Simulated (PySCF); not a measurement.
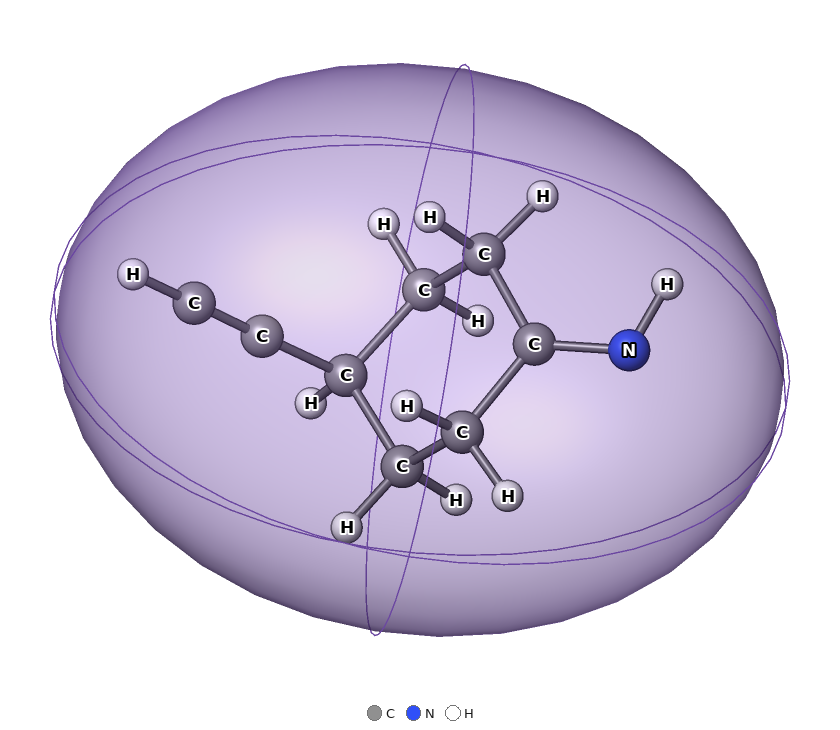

The ellipsoid shows the static dipole polarisability: its half-axes are proportional to the principal values. The computed structure is the end point of a PBE0-D3(BJ)/def2-SVP optimisation. No frequency run is at hand to confirm it as a minimum. Method: ωB97X-D/def2-SVPD in methanol (IEF-PCM) (PySCF 2.14.0).

> Give the principal values, the mean and the anisotropy.

Principal values 120.4, 121.0, 155.4 bohr³; mean 132.3 bohr³ (19.60 Å³); anisotropy 34.7 bohr³, so the longest axis is 1.29 times the shortest.
